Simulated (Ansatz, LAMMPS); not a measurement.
# Structural relaxation of glassy 68SiO2-14MgO-11ZnO-7BaO (mol %) (75 atoms), part 2 of 3

Wanted: the relaxed structure of glassy 68SiO2-14MgO-11ZnO-7BaO (mol %) (75 atoms) and its electronic structure.

Ansatz 0.2.0; Kohn-Sham DFT, PBE, PAW (set soft_2), plane waves.

The cell: 19 Si, 4 Mg, 3 Zn, 2 Ba and 47 O. The quench rate of 25 K/ps far exceeds what a furnace or splat quench reaches. The starting topology of bonds comes from the classical model. The Brillouin zone is sampled at Γ only, in a cell whose shortest periodic width is 10 Å. No spin–orbit coupling is included.

So far. Step 3 (Single point at the start): The r.m.s. force component of 0.92 eV/Å and the pressure of 1.1 GPa set the starting point.

## (4) Relaxation

The atoms are relaxed in the fixed cell, aiming at the force tolerance of the input.

Contents of input.yaml:

```yaml
crystal:
  lattice:
    - [10.4854, 0.0, 0.0]
    - [0.0, 10.4854, 0.0]
    - [0.0, 0.0, 10.4854]
  atoms:
    [... the 75 atom lines of step 3 ...]
kpoints:
  mp_grid: { grid: [1, 1, 1] }
hamiltonian:
  xc: pbe
scf:
  occupations: { method: fixed }
output:
  forces: true
relax:
  f_tol: 0.05
  max_steps: 200
```

Run with:

```console
> ansatz run input.yaml --threads 4 --pin off --max-ram 8192MiB --backend cpu --events-out ev --progress --plain --runs-dir out
```

Numbers of over 12 decimals in the logs are rounded to 6 here.

Output:

```text
[...]
Crystal: 75 atoms, lattice volume = 1152.803 Å³
Basis set: ecut = 420 eV, 22575 PW (Γ), exchange–correlation on 144×144×144 points (8 copies of the dense FFT grid, shifted against one another)
Bands: 302, of which v1, the nominal top of the filled ones, is band 227 counted from 1 (226 counted from 0)
Symmetry: 1 space group operations
[...]
k-points: 1
[...]
SCF iter   1: F=—  HF=-68376.117716 eV  |F-HF|=—  |Δ(HF+E_count)|=         —  Δρ=2.26e-3  dr2=1.15e-1  ethr=1.77e-3  ⟨swp⟩=5.0  Hψ=1048  notcnv=0  defer=72
[...]
SCF iter   3: F=—  HF=-68376.099779 eV  |F-HF|=—  |Δ(HF+E_count)|=   1.18e-3  Δρ=6.21e-4  dr2=8.09e-3  ethr=6.43e-6  ⟨swp⟩=3.0  Hψ=404  notcnv=0  defer=66
automatic band count: iteration 3 solves 295 bands in place of 302: the levels show a gap, and the empty bands left out lie too high to hold charge; the band table lists the bands solved (type scf.n_extra_bands for more)
SCF iter   4: F=—  HF=-68376.098585 eV  |F-HF|=—  |Δ(HF+E_count)|=   1.19e-3  Δρ=2.20e-4  dr2=7.32e-4  ethr=1.78e-6  ⟨swp⟩=2.0  Hψ=409  notcnv=0  defer=66
[...]
SCF iter   6: F=-68376.098629 eV  HF=-68376.098634 eV  |F-HF|=4.61e-6  |Δ(HF+E_count)|=   4.90e-6  Δρ=4.22e-5  dr2=1.86e-5  ethr=1.38e-8  ⟨swp⟩=3.0  Hψ=1144  notcnv=0
SCF 1 converged in 6 iterations: F = -68376.098629 eV  dr2 = 1.86e-5
[...]
relax step   1: F+E_penalty+E_count = -68376.09862898 eV  Δ(F+E_penalty+E_count) = +0.000e0 eV  max|allowed force component| = 2.517e0 eV/Å  Δτ_max = 0.0000 Å  (6 SCF iters, dr2 threshold 6.25e-5 eV, accepted)
[... from here on, the SCF cycles and remarks between the steps are left out ...]
relax step   2: F+E_penalty+E_count = -68377.99364449 eV  Δ(F+E_penalty+E_count) = -1.895e0 eV  max|allowed force component| = 1.349e0 eV/Å  Δτ_max = 0.1980 Å  (6 SCF iters, dr2 threshold 1.00e-4 eV, accepted)
relax step   3: F+E_penalty+E_count = -68379.14445299 eV  Δ(F+E_penalty+E_count) = -1.151e0 eV  max|allowed force component| = 6.992e-1 eV/Å  Δτ_max = 0.1913 Å  (6 SCF iters, dr2 threshold 1.00e-4 eV, accepted)
relax step   4: F+E_penalty+E_count = -68379.43043684 eV  Δ(F+E_penalty+E_count) = -2.860e-1 eV  max|allowed force component| = 8.036e-1 eV/Å  Δτ_max = 0.2000 Å  (6 SCF iters, dr2 threshold 1.00e-4 eV, accepted)
relax step   5: F+E_penalty+E_count = -68379.53939872 eV  Δ(F+E_penalty+E_count) = -1.090e-1 eV  max|allowed force component| = 3.977e-1 eV/Å  Δτ_max = 0.1430 Å  (6 SCF iters, dr2 threshold 1.00e-4 eV, accepted)
relax step   6: F+E_penalty+E_count = -68379.61044659 eV  Δ(F+E_penalty+E_count) = -7.105e-2 eV  max|allowed force component| = 3.916e-1 eV/Å  Δτ_max = 0.2000 Å  (7 SCF iters, dr2 threshold 3.87e-5 eV, accepted)
relax step   7: F+E_penalty+E_count = -68379.62710899 eV  Δ(F+E_penalty+E_count) = -1.666e-2 eV  max|allowed force component| = 2.837e-1 eV/Å  Δτ_max = 0.0982 Å  (6 SCF iters, dr2 threshold 3.76e-5 eV, accepted)
relax step   8: F+E_penalty+E_count = -68379.66404254 eV  Δ(F+E_penalty+E_count) = -3.693e-2 eV  max|allowed force component| = 1.915e-1 eV/Å  Δτ_max = 0.0865 Å  (6 SCF iters, dr2 threshold 4.22e-5 eV, accepted)
relax step   9: F+E_penalty+E_count = -68379.66664944 eV  Δ(F+E_penalty+E_count) = -2.607e-3 eV  max|allowed force component| = 1.726e-1 eV/Å  Δτ_max = 0.0333 Å  (6 SCF iters, dr2 threshold 1.67e-5 eV, accepted)
relax step  10: F+E_penalty+E_count = -68379.66982605 eV  Δ(F+E_penalty+E_count) = -3.177e-3 eV  max|allowed force component| = 1.992e-1 eV/Å  Δτ_max = 0.0186 Å  (5 SCF iters, dr2 threshold 1.36e-5 eV, accepted)
relax step  11: F+E_penalty+E_count = -68379.67309020 eV  Δ(F+E_penalty+E_count) = -3.264e-3 eV  max|allowed force component| = 3.779e-2 eV/Å  Δτ_max = 0.0118 Å  (4 SCF iters, dr2 threshold 3.22e-5 eV, accepted)
relax step  12: F+E_penalty+E_count = -68379.67309501 eV  Δ(F+E_penalty+E_count) = -4.807e-6 eV  max|allowed force component| = 3.736e-2 eV/Å  Δτ_max = 0.0000 Å  (5 SCF iters, accepted)
SCF converged after 5 iterations
Free energy (F): -68379.673095 eV
[...]
Internal energy: -68379.673095 eV  (E = F + TS)
E sigma→0 (E₀):  -68379.673095 eV
Fermi energy:    2.775665 eV
[...]
--- Forces (eV/Å), atoms counted from 1 ---
  atom   1  Si    -0.01415698     0.01127890     0.00231630
  atom   2  Si     0.00563047     0.00152998     0.00039761
  atom   3  Si     0.00828951     0.00553613    -0.00348176
  atom   4  Si     0.00016966     0.00615170    -0.00839059
  atom   5  Si    -0.00851083     0.00382012    -0.00844557
  atom   6  Si     0.00184286     0.00801393    -0.01976627
  atom   7  Si    -0.00456645     0.01336009    -0.00093115
  atom   8  Si     0.00819321     0.01813223     0.00146762
  atom   9  Si    -0.01204917    -0.00830279    -0.00974018
  atom  10  Si    -0.00525507     0.01212623     0.00455014
  atom  11  Si    -0.00417200    -0.00827795     0.00103582
  atom  12  Si     0.00463601     0.00792489     0.01369591
  atom  13  Si     0.03736220    -0.00622845    -0.02846559
  atom  14  Si    -0.00944437    -0.00003578     0.00914900
[...]
atom  74  O     -0.00997275     0.00807805    -0.01744577
  atom  75  O     -0.00998734    -0.00285882     0.00760892
  max |Σ_I F_I| component: 6.02e-5 eV/Å
--- Relaxed structure (12 steps of the walk, 12 accepted, 0 SCFs on fresh bases) ---
  F+E_penalty+E_count = -68379.67309501 eV   max|allowed force component| = 3.736e-2 eV/Å
  atoms:
    - { symbol: Si, position: [0.501582, 0.667402, 0.592664] }
    - { symbol: Si, position: [0.531967, 0.218915, 0.504575] }
    - { symbol: Si, position: [0.342285, 0.298093, 0.285237] }
    - { symbol: Si, position: [0.650680, 0.902060, 0.160254] }
[...]
- { symbol: O, position: [0.958334, 0.265003, 0.741192] }
```

The job ended after 67 s (4 threads of Arm Neoverse V2, shared host; peak memory 1.3 GiB).

Relaxation path:

```csv
step,energy less that of the first step (eV),largest force component (eV/Å)
1,0.0000,2.5174
2,-1.8950,1.3494
3,-3.0458,0.6992
4,-3.3318,0.8036
5,-3.4408,0.3977
6,-3.5118,0.3916
7,-3.5285,0.2837
8,-3.5654,0.1915
9,-3.5680,0.1726
10,-3.5712,0.1992
11,-3.5745,0.0378
12,-3.5745,0.0374
```

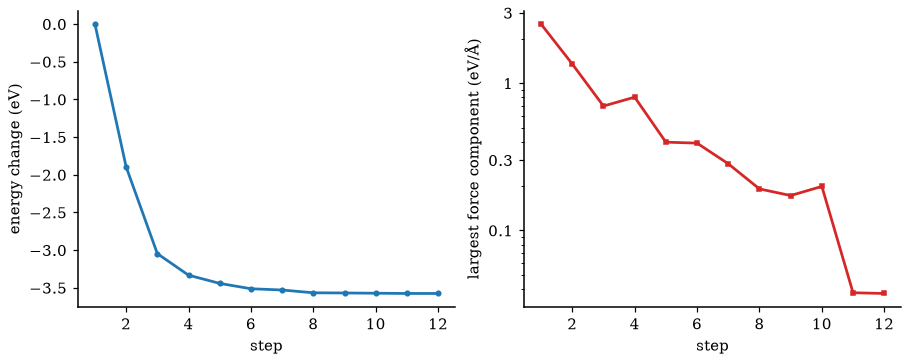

Energy and largest force along the relaxation.

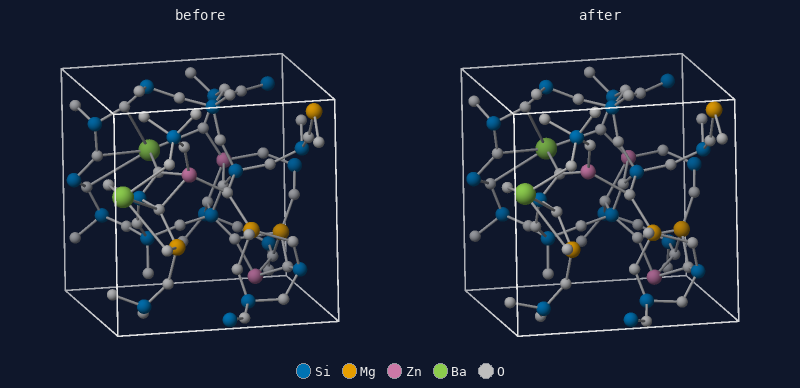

The structure before and after the relaxation, drawn at the same scale.

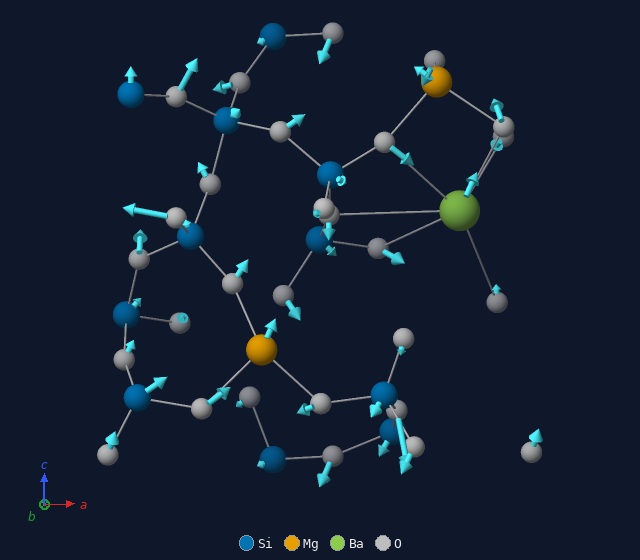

Displacements in the relaxation, exaggerated; the longest in the cell stands for 0.37 Å. Drawn is a slice 5 Å thick, seen along the normal of the ac plane. Bonds to atoms that aren't drawn are left out.

The atoms that moved most (Å):

```csv
atom,dx,dy,dz,length
O40,0.057,-0.137,-0.341,0.372
O64,-0.316,0.067,0.057,0.328
O30,-0.040,0.287,0.053,0.295
O45,0.116,-0.081,0.229,0.269
Zn26,0.110,0.189,0.136,0.258
Mg20,-0.010,-0.237,-0.094,0.256
Ba28,-0.210,-0.090,0.034,0.231
O34,-0.044,0.173,0.145,0.230
```

The relaxation changed the energy by -47.7 meV/atom, and atoms moved by 0.15 Å r.m.s., 0.37 Å at most.

## (5) Local order after relaxation

Density 2.67 g/cm³, 15.37 Å³ an atom.

g(r), total and by pair (bins of 0.2 Å):

```csv
r (Å),total,O-O,O-Si,O-Mg,O-Zn,O-Ba,Si-Si
1.50,0.66,0.00,2.07,0.00,0.00,0.00,0.00
1.70,3.95,0.00,12.46,0.00,0.00,0.00,0.00
1.90,0.66,0.00,0.00,5.83,5.28,0.00,0.00
2.10,0.33,0.00,0.00,3.30,2.24,0.00,0.00
2.30,0.09,0.00,0.00,0.00,1.75,0.00,0.00
2.50,0.51,1.03,0.00,0.41,0.49,0.77,0.00
2.70,2.38,5.64,0.00,0.00,0.00,4.07,0.00
2.90,0.29,0.35,0.00,0.31,0.00,0.55,0.58
3.10,0.62,0.52,0.05,0.00,0.68,0.98,3.96
3.30,0.77,0.56,0.33,0.00,0.00,1.38,2.88
3.50,0.86,0.91,0.91,0.79,0.80,0.38,0.00
3.70,0.85,0.61,1.06,1.98,1.41,0.73,0.00
3.90,1.12,0.68,1.57,1.29,2.14,1.25,0.17
4.10,1.42,0.81,2.58,1.45,0.97,1.18,0.59
4.30,1.36,0.92,1.94,1.18,1.92,1.60,0.54
4.50,0.81,0.80,0.84,1.21,0.81,0.24,0.87
4.70,1.07,1.26,0.82,1.44,1.18,1.10,0.91
4.90,1.06,1.42,0.58,0.92,0.40,1.21,1.70
5.10,1.21,1.52,0.87,0.75,1.39,1.31,1.48
```

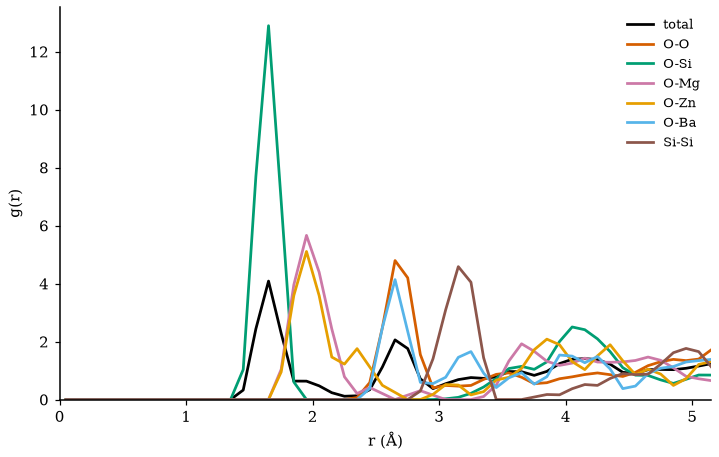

Pair distribution functions, lightly smoothed.

(Continued in part 3 of 3.)

[Logs are printed without paths, hosts, clocks, repeated set-up lines and the standing remarks that a program may print on its own settings, such as how far it seeks lower states.]

[Hosts, paths, dates, database ids (printed as entryN), source tags and the programs' standing remarks are cut or masked in the printed files.]
